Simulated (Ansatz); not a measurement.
**GaN2 (quartet): B2PLYP, RPA-PBE over vertical spin and charge gaps, cc-pVTZ**

How well do these functionals follow the top wave-function level for GaN2 (quartet) over vertical spin and charge gaps?

Program: Ansatz 0.2.0, Gaussian basis. Level of theory: cc-pVTZ, all electrons in the functionals, frozen cores in the correlation of double hybrids and RPA. These are calculated values, not measurements.

The runs, in order: B2PLYP, RPA-PBE, at charge 0, quartet; charge 0, doublet; charge 0, sextet; charge 1, triplet; charge 1, quintet.

5 further runs of the same task are left out: 2 for a known fault of the program, 3 set aside as unsound or not needed.

## 1. The system

The geometry is a PBE0/def2-TZVP stationary point (not a proven minimum). No spin-orbit coupling is included. The filled d shell of Ga may be among the frozen orbitals whatever the setting's name suggests; the logs give the count.

3 atoms, charge 0, spin multiplicity 4.

Atoms are counted from 1 here; the program's logs count them from 0.

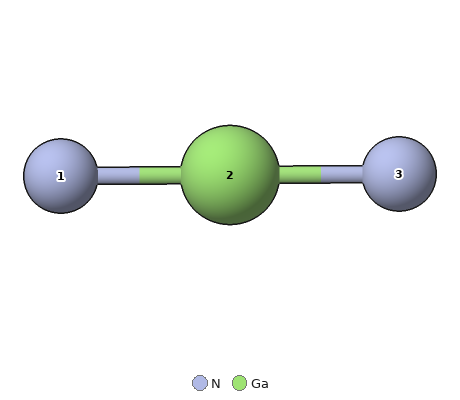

The geometry (nitrogen light blue, gallium green); atoms are numbered from 1 in the order of the file.

No dispersion term is added.

The geometry shown and the zero of energy belong to the point charge 0, quartet. The yardstick, UCCSD(T), and other wave-function levels (R restricted, U unrestricted, valence and pair active spaces) come from earlier runs.

## 2. B2PLYP, charge 0, quartet

Contents of in.yaml:

```yaml
crystal:
  periodic: [false, false, false]
  atoms:
    - {symbol: N, position_ang: [0.000000, 0.000000, 1.806600]}
    - {symbol: Ga, position_ang: [0.000000, 0.000000, 0.000000]}
    - {symbol: N, position_ang: [0.000000, 0.000000, -1.806600]}
basis:
  gaussian: {orbitals: cc-pVTZ}
magnetization: {spin_polarized: true, initial_magnetization: 3}
hamiltonian: {xc: {name: B2PLYP}}
correlation: {electrons: outside_noble_gas}
```

Command:

```sh
> ansatz run in.yaml --threads 2 --pin off --events-out ev --progress --plain --max-ram 24576MiB --backend cuda --devices 0, --max-vram 18GiB
```

The log of the run:

```text
Functional definition: B2PLYP
  name "B2PLYP"
  cite "Grimme, J. Chem. Phys. 124, 034108 (2006) doi:10.1063/1.2148954"
  cite "Becke, Phys. Rev. A 38, 3098 (1988) doi:10.1103/PhysRevA.38.3098"
  cite "Lee, Yang & Parr, Phys. Rev. B 37, 785 (1988) doi:10.1103/PhysRevB.37.785"
  parameter a = 0.53
  parameter c = 0.27
  exchange = (1 - a)*b88_x + a*exact_x
  correlation = (1 - c)*lyp_c + c*(mp2_os + mp2_ss)
648 factors; integrals over basis functions are off by at most 1.1e-3 eV
mean field evaluation 1: about -55332.6190 eV, gradient 2.7e1 eV
mean field evaluation 2: about -55332.6524 eV, gradient 2.7e1 eV
mean field evaluation 4: about -55336.2192 eV, gradient 2.0e0 eV
mean field evaluation 8: about -55336.3266 eV, gradient 3.7e-1 eV
mean field evaluation 16: about -55336.3280 eV, gradient 4.9e-4 eV
mean field evaluation 32: about -55336.2957 eV, gradient 7.3e-1 eV
mean field -55336.32800609 eV, -2033.5725459134 hartree, gradient 3.2e-6 eV, S^2 4.001371; 6 other end points of the search recorded, 0 dependent functions left out
16 core orbitals not correlated: weight in the atoms' cores, before any rotation towards them, 0.815 or more for the frozen orbitals, at most 0.181 for the correlated occupied ones
reference -55336.32813373 eV, -2033.5725506041 hartree; 8, 5 occupied and 79, 82 virtual orbitals, 648 factors
second order -12.36619062 eV of doubles, -0.00000000 eV of singles
Total energy: -55339.66700520 eV, -2033.6952518674 hartree
```

Wall time 4.8 s (1 × H100 (card shared with other runs) with 2 threads of AMD EPYC 7R13, shared host); peak host memory 0.77 GiB.

From the report: ⟨S²⟩ of the determinant 4.001 (pure quartet: 3.75).

## 3. B2PLYP, charge 0, doublet

in.yaml, as its differences from that of step 2:

```diff
@@ -8,3 +8,3 @@
   gaussian: {orbitals: cc-pVTZ}
-magnetization: {spin_polarized: true, initial_magnetization: 3}
+magnetization: {spin_polarized: true, initial_magnetization: 1}
 hamiltonian: {xc: {name: B2PLYP}}
```

Same command.

The log of the run, cut to the lines that bear on the results:

```text
Functional definition: B2PLYP
  name "B2PLYP"
  cite "Grimme, J. Chem. Phys. 124, 034108 (2006) doi:10.1063/1.2148954"
  cite "Becke, Phys. Rev. A 38, 3098 (1988) doi:10.1103/PhysRevA.38.3098"
  cite "Lee, Yang & Parr, Phys. Rev. B 37, 785 (1988) doi:10.1103/PhysRevB.37.785"
[...]
648 factors; integrals over basis functions are off by at most 1.1e-3 eV
[...]
mean field -55336.07790557 eV, -2033.5633548890 hartree, gradient 3.6e-6 eV, S^2 1.769342; 12 other end points of the search recorded, 0 dependent functions left out
16 core orbitals not correlated: weight in the atoms' cores, before any rotation towards them, 0.767 or more for the frozen orbitals, at most 0.208 for the correlated occupied ones
reference -55336.07803384 eV, -2033.5633596029 hartree; 7, 6 occupied and 80, 81 virtual orbitals, 648 factors
second order -13.00967008 eV of doubles, -0.00000000 eV of singles
Total energy: -55339.59064477 eV, -2033.6924456733 hartree
```

Wall time 9.5 s (1 × H100 (card shared with other runs) with 2 threads of AMD EPYC 7R13, shared host); peak host memory 0.78 GiB.

From the report: ⟨S²⟩ of the determinant 1.769 (pure doublet: 0.75). The determinant is far from a pure spin state, so its energy mixes those of several spin states (harmless only where they are near-degenerate, as at dissociation).

From charge 0, quartet: +0.076 eV.

## 4. B2PLYP, charge 0, sextet

in.yaml, as its differences from that of step 3:

```diff
@@ -8,3 +8,3 @@
   gaussian: {orbitals: cc-pVTZ}
-magnetization: {spin_polarized: true, initial_magnetization: 1}
+magnetization: {spin_polarized: true, initial_magnetization: 5}
 hamiltonian: {xc: {name: B2PLYP}}
```

Launched as before.

The log of the run, cut to the lines that bear on the results:

```text
Functional definition: B2PLYP
  name "B2PLYP"
  cite "Grimme, J. Chem. Phys. 124, 034108 (2006) doi:10.1063/1.2148954"
  cite "Becke, Phys. Rev. A 38, 3098 (1988) doi:10.1103/PhysRevA.38.3098"
  cite "Lee, Yang & Parr, Phys. Rev. B 37, 785 (1988) doi:10.1103/PhysRevB.37.785"
[...]
648 factors; integrals over basis functions are off by at most 1.1e-3 eV
[...]
mean field -55334.34801367 eV, -2033.4997825343 hartree, gradient 5.8e-6 eV, S^2 8.767555; 4 other end points of the search recorded, 0 dependent functions left out
16 core orbitals not correlated: weight in the atoms' cores, before any rotation towards them, 0.763 or more for the frozen orbitals, at most 0.230 for the correlated occupied ones
reference -55334.34814130 eV, -2033.4997872246 hartree; 9, 4 occupied and 78, 83 virtual orbitals, 648 factors
second order -10.23463830 eV of doubles, -0.00000000 eV of singles
Total energy: -55337.11149364 eV, -2033.6013385501 hartree
```

Run time: 5.5 s. Hardware: 1 × H100 (card shared with other runs) with 2 threads of AMD EPYC 7R13, shared host; peak host memory 0.76 GiB.

From the report: ⟨S²⟩ of the determinant 8.768 (pure sextet: 8.75).

From charge 0, quartet: +2.556 eV.

## 5. B2PLYP, charge 1, triplet

in.yaml, as its differences from that of step 4:

```diff
@@ -8,3 +8,4 @@
   gaussian: {orbitals: cc-pVTZ}
-magnetization: {spin_polarized: true, initial_magnetization: 5}
+total_charge: 1
+magnetization: {spin_polarized: true, initial_magnetization: 2}
 hamiltonian: {xc: {name: B2PLYP}}
```

The command is unchanged.

The log of the run, cut to the lines that bear on the results:

```text
Functional definition: B2PLYP
  name "B2PLYP"
  cite "Grimme, J. Chem. Phys. 124, 034108 (2006) doi:10.1063/1.2148954"
  cite "Becke, Phys. Rev. A 38, 3098 (1988) doi:10.1103/PhysRevA.38.3098"
  cite "Lee, Yang & Parr, Phys. Rev. B 37, 785 (1988) doi:10.1103/PhysRevB.37.785"
[...]
648 factors; integrals over basis functions are off by at most 1.1e-3 eV
[...]
mean field -55327.66796283 eV, -2033.2542951937 hartree, gradient 1.0e-6 eV, S^2 3.009471; 9 other end points of the search recorded, 0 dependent functions left out
16 core orbitals not correlated: weight in the atoms' cores, before any rotation towards them, 0.866 or more for the frozen orbitals, at most 0.082 for the correlated occupied ones
reference -55327.66807890 eV, -2033.2542994591 hartree; 7, 5 occupied and 80, 82 virtual orbitals, 648 factors
second order -9.86629953 eV of doubles, -0.00000000 eV of singles
Total energy: -55330.33197977 eV, -2033.3521960106 hartree
```

Wall time 6 s (1 × H100 (card shared with other runs) with 2 threads of AMD EPYC 7R13, shared host); peak host memory 0.77 GiB.

From the report: ⟨S²⟩ of the determinant 3.009 (pure triplet: 2.00). The determinant is far from a pure spin state, so its energy mixes those of several spin states (harmless only where they are near-degenerate, as at dissociation).

From charge 0, quartet: +9.335 eV.

## 6. B2PLYP, charge 1, quintet

in.yaml, as its differences from that of step 5:

```diff
@@ -9,3 +9,3 @@
 total_charge: 1
-magnetization: {spin_polarized: true, initial_magnetization: 2}
+magnetization: {spin_polarized: true, initial_magnetization: 4}
 hamiltonian: {xc: {name: B2PLYP}}
```

Same command.

The log of the run, cut to the lines that bear on the results:

```text
Functional definition: B2PLYP
  name "B2PLYP"
  cite "Grimme, J. Chem. Phys. 124, 034108 (2006) doi:10.1063/1.2148954"
  cite "Becke, Phys. Rev. A 38, 3098 (1988) doi:10.1103/PhysRevA.38.3098"
  cite "Lee, Yang & Parr, Phys. Rev. B 37, 785 (1988) doi:10.1103/PhysRevB.37.785"
[...]
648 factors; integrals over basis functions are off by at most 1.1e-3 eV
[...]
mean field -55328.18288498 eV, -2033.2732182337 hartree, gradient 6.8e-6 eV, S^2 6.012471; 2 other end points of the search recorded, 0 dependent functions left out
16 core orbitals not correlated: weight in the atoms' cores, before any rotation towards them, 0.833 or more for the frozen orbitals, at most 0.162 for the correlated occupied ones
reference -55328.18300028 eV, -2033.2732224709 hartree; 8, 4 occupied and 79, 83 virtual orbitals, 648 factors
second order -9.79941967 eV of doubles, -0.00000000 eV of singles
Total energy: -55330.82884359 eV, -2033.3704554191 hartree
```

It took 7 s on 1 × H100 (card shared with other runs) with 2 threads of AMD EPYC 7R13, shared host; peak host memory 0.76 GiB.

From the report: ⟨S²⟩ of the determinant 6.012 (pure quintet: 6.00).

From charge 0, quartet: +8.838 eV.

## 7. RPA-PBE, charge 0, quartet

Contents of in.yaml:

```yaml
crystal:
  periodic: [false, false, false]
  atoms:
    - {symbol: N, position_ang: [0.000000, 0.000000, 1.806600]}
    - {symbol: Ga, position_ang: [0.000000, 0.000000, 0.000000]}
    - {symbol: N, position_ang: [0.000000, 0.000000, -1.806600]}
basis:
  gaussian: {orbitals: cc-pVTZ}
magnetization: {spin_polarized: true, initial_magnetization: 3}
hamiltonian: {xc: {name: PBE}}
correlation: {method: rpa, electrons: outside_noble_gas}
```

Launched as before.

The log of the run, cut to the lines that bear on the results:

```text
Functional definition: PBE
  name "PBE"
  cite "Perdew, Burke & Ernzerhof, Phys. Rev. Lett. 77, 3865 (1996) doi:10.1103/PhysRevLett.77.3865"
  parent pbe
[...]
648 factors; integrals over basis functions are off by at most 1.1e-3 eV
[...]
mean field -55342.13723352 eV, -2033.7860310841 hartree, gradient 4.7e-6 eV, S^2 3.789120; 11 other end points of the search recorded, 0 dependent functions left out
16 core orbitals not correlated: weight in the atoms' cores, before any rotation towards them, 0.752 or more for the frozen orbitals, at most 0.242 for the correlated occupied ones
reference -55292.46441212 eV, -2031.9605885668 hartree; 8, 5 occupied and 79, 82 virtual orbitals, 648 factors
Total energy: -55310.79401846 eV, -2032.6341891757 hartree
```

It took 6 s on 1 × H100 (card shared with other runs) with 2 threads of AMD EPYC 7R13, shared host; peak host memory 0.84 GiB.

From the report: ⟨S²⟩ of the determinant 3.789 (pure quartet: 3.75).

## 8. RPA-PBE, charge 0, doublet

in.yaml, as its differences from that of step 7:

```diff
@@ -8,3 +8,3 @@
   gaussian: {orbitals: cc-pVTZ}
-magnetization: {spin_polarized: true, initial_magnetization: 3}
+magnetization: {spin_polarized: true, initial_magnetization: 1}
 hamiltonian: {xc: {name: PBE}}
```

The command is unchanged.

The log of the run, cut to the lines that bear on the results:

```text
Functional definition: PBE
  name "PBE"
  cite "Perdew, Burke & Ernzerhof, Phys. Rev. Lett. 77, 3865 (1996) doi:10.1103/PhysRevLett.77.3865"
  parent pbe
[...]
648 factors; integrals over basis functions are off by at most 1.1e-3 eV
[...]
mean field -55342.04115193 eV, -2033.7825001505 hartree, gradient 2.2e-6 eV, S^2 1.664816; 24 other end points of the search recorded, 0 dependent functions left out
16 core orbitals not correlated: weight in the atoms' cores, before any rotation towards them, 0.762 or more for the frozen orbitals, at most 0.138 for the correlated occupied ones
reference -55291.75195801 eV, -2031.9344063612 hartree; 7, 6 occupied and 80, 81 virtual orbitals, 648 factors
Total energy: -55310.65088901 eV, -2032.6289292653 hartree
```

It took 13 s on 1 × H100 (card shared with other runs) with 2 threads of AMD EPYC 7R13, shared host; peak host memory 0.85 GiB.

From the report: ⟨S²⟩ of the determinant 1.665 (pure doublet: 0.75). The determinant is far from a pure spin state, so its energy mixes those of several spin states (harmless only where they are near-degenerate, as at dissociation).

From charge 0, quartet: +0.143 eV.

## 9. RPA-PBE, charge 0, sextet

in.yaml, as its differences from that of step 8:

```diff
@@ -8,3 +8,3 @@
   gaussian: {orbitals: cc-pVTZ}
-magnetization: {spin_polarized: true, initial_magnetization: 1}
+magnetization: {spin_polarized: true, initial_magnetization: 5}
 hamiltonian: {xc: {name: PBE}}
```

The command is unchanged.

The log of the run, cut to the lines that bear on the results:

```text
Functional definition: PBE
  name "PBE"
  cite "Perdew, Burke & Ernzerhof, Phys. Rev. Lett. 77, 3865 (1996) doi:10.1103/PhysRevLett.77.3865"
  parent pbe
[...]
648 factors; integrals over basis functions are off by at most 1.1e-3 eV
[...]
mean field -55339.08514566 eV, -2033.6738689239 hartree, gradient 3.9e-6 eV, S^2 8.756270; 14 other end points of the search recorded, 0 dependent functions left out
16 core orbitals not correlated: weight in the atoms' cores, before any rotation towards them, 0.638 or more for the frozen orbitals, at most 0.352 for the correlated occupied ones
reference -55292.32436265 eV, -2031.9554418439 hartree; 9, 4 occupied and 78, 83 virtual orbitals, 648 factors
Total energy: -55308.13730034 eV, -2032.5365565856 hartree
```

Run time: 5.5 s. Hardware: 1 × H100 (card shared with other runs) with 2 threads of AMD EPYC 7R13, shared host; peak host memory 0.84 GiB.

From the report: ⟨S²⟩ of the determinant 8.756 (pure sextet: 8.75).

From charge 0, quartet: +2.657 eV.

## 10. RPA-PBE, charge 1, triplet

in.yaml, as its differences from that of step 9:

```diff
@@ -8,3 +8,4 @@
   gaussian: {orbitals: cc-pVTZ}
-magnetization: {spin_polarized: true, initial_magnetization: 5}
+total_charge: 1
+magnetization: {spin_polarized: true, initial_magnetization: 2}
 hamiltonian: {xc: {name: PBE}}
```

The command is unchanged.

The log of the run, cut to the lines that bear on the results:

```text
Functional definition: PBE
  name "PBE"
  cite "Perdew, Burke & Ernzerhof, Phys. Rev. Lett. 77, 3865 (1996) doi:10.1103/PhysRevLett.77.3865"
  parent pbe
[...]
648 factors; integrals over basis functions are off by at most 1.1e-3 eV
[...]
mean field -55332.37768197 eV, -2033.4273741797 hartree, gradient 3.0e-6 eV, S^2 2.935278; 12 other end points of the search recorded, 0 dependent functions left out
16 core orbitals not correlated: weight in the atoms' cores, before any rotation towards them, 0.770 or more for the frozen orbitals, at most 0.141 for the correlated occupied ones
reference -55285.48941581 eV, -2031.7042621804 hartree; 7, 5 occupied and 80, 82 virtual orbitals, 648 factors
Total energy: -55301.08429801 eV, -2032.2773635307 hartree
```

It took 18 s on 1 × H100 (card shared with other runs) with 2 threads of AMD EPYC 7R13, shared host; peak host memory 0.85 GiB.

From the report: ⟨S²⟩ of the determinant 2.935 (pure triplet: 2.00). The determinant is far from a pure spin state, so its energy mixes those of several spin states (harmless only where they are near-degenerate, as at dissociation).

From charge 0, quartet: +9.710 eV.

## 11. RPA-PBE, charge 1, quintet

in.yaml, as its differences from that of step 10:

```diff
@@ -9,3 +9,3 @@
 total_charge: 1
-magnetization: {spin_polarized: true, initial_magnetization: 2}
+magnetization: {spin_polarized: true, initial_magnetization: 4}
 hamiltonian: {xc: {name: PBE}}
```

Launched as before.

The log of the run, cut to the lines that bear on the results:

```text
Functional definition: PBE
  name "PBE"
  cite "Perdew, Burke & Ernzerhof, Phys. Rev. Lett. 77, 3865 (1996) doi:10.1103/PhysRevLett.77.3865"
  parent pbe
[...]
648 factors; integrals over basis functions are off by at most 1.1e-3 eV
[...]
mean field -55332.77467741 eV, -2033.4419634929 hartree, gradient 1.2e-6 eV, S^2 6.006875; 5 other end points of the search recorded, 0 dependent functions left out
16 core orbitals not correlated: weight in the atoms' cores, before any rotation towards them, 0.739 or more for the frozen orbitals, at most 0.253 for the correlated occupied ones
reference -55286.45694748 eV, -2031.7398183135 hartree; 8, 4 occupied and 79, 83 virtual orbitals, 648 factors
Total energy: -55301.59766546 eV, -2032.2962294363 hartree
```

Run time: 13 s. Hardware: 1 × H100 (card shared with other runs) with 2 threads of AMD EPYC 7R13, shared host; peak host memory 0.85 GiB.

From the report: ⟨S²⟩ of the determinant 6.007 (pure quintet: 6.00).

From charge 0, quartet: +9.196 eV.

## 12. The comparison

No level is safe as a reference over these points; UCCSD(T) serves as a yardstick only. It comes from earlier runs at the same points. Energies in eV, counted from charge 0, quartet; blanks weren't run or aren't comparable.

```tsv
level	quartet to doublet	quartet to sextet	ionisation to the triplet cation	ionisation to the quintet cation
UCCSD(T)	0.138	2.487	9.123	8.744
B2PLYP	0.076	2.556	9.335	8.838
RPA-PBE	0.143	2.657	9.710	9.196
```

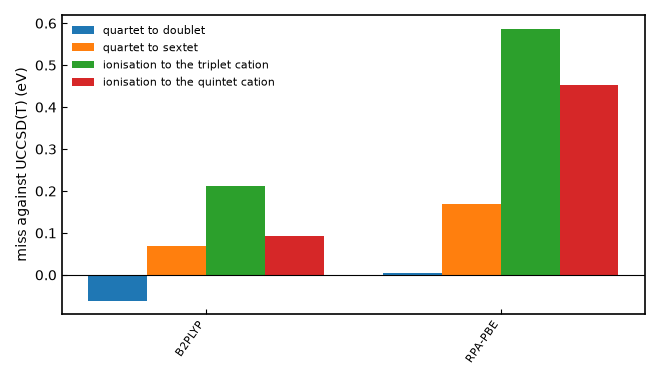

Misses of the gaps against UCCSD(T).

Largest miss and mean time a point (UCCSD(T) took 14 s a point; shared hosts):

```tsv
level	largest miss (eV)	where	time a point
B2PLYP	+0.212	ionisation to the triplet cation	6.6 s
RPA-PBE	+0.587	ionisation to the triplet cation	11 s
```

## 13. Summary of results

| quantity | value |
| --- | --- |
| quartet to doublet, UCCSD(T) | 0.138 eV |
| quartet to sextet, UCCSD(T) | 2.487 eV |
| ionisation to the triplet cation, UCCSD(T) | 9.123 eV |
| ionisation to the quintet cation, UCCSD(T) | 8.744 eV |
| largest miss, B2PLYP | +0.212 eV (ionisation to the triplet cation) |
| largest miss, RPA-PBE | +0.587 eV (ionisation to the triplet cation) |

**Reading.** Of the functionals, B2PLYP keep the smallest largest miss at the points compared (at most 0.212 eV) and RPA-PBE strays most (0.587 eV, at ionisation to the triplet cation). B2PLYP, RPA-PBE clearly break the spin symmetry at some points (⟨S²⟩ up to 1.02 above the pure value), so energy there is bought with a mixed spin. Functionals and the yardstick converge differently with the basis, so part of each miss in cc-pVTZ is the basis. The yardstick itself may be off where one determinant is a poor start.
